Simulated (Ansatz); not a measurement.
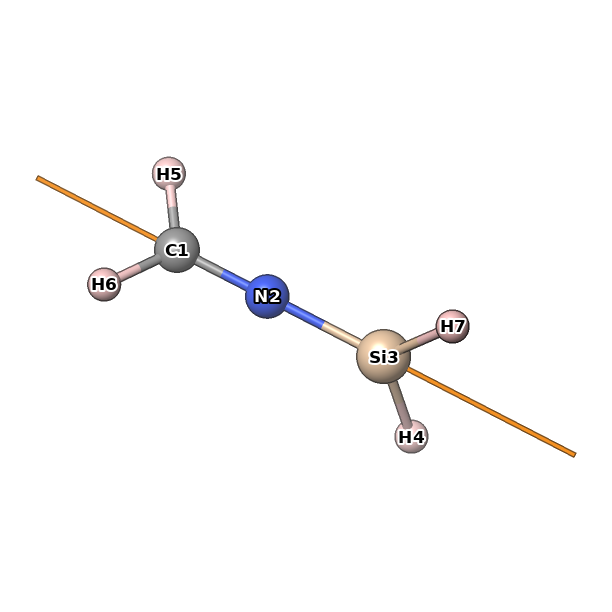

A line through the centre of mass is drawn in. Depth is shown by fading: the farther an atom, the more it takes the colour of the background. State: charge +1, singlet. The computed structure is the end point of a PBE0-D4/def2-TZVP optimisation. No frequency run is at hand to confirm it as a minimum.

Q: Is the line a proper rotation axis of the structure, and of what order?

A: Yes, a C2 axis. A turn by 180° leaves C1, N2, Si3 in place and moves H4 ↔ H7; H5 ↔ H6. The point group is C2v.
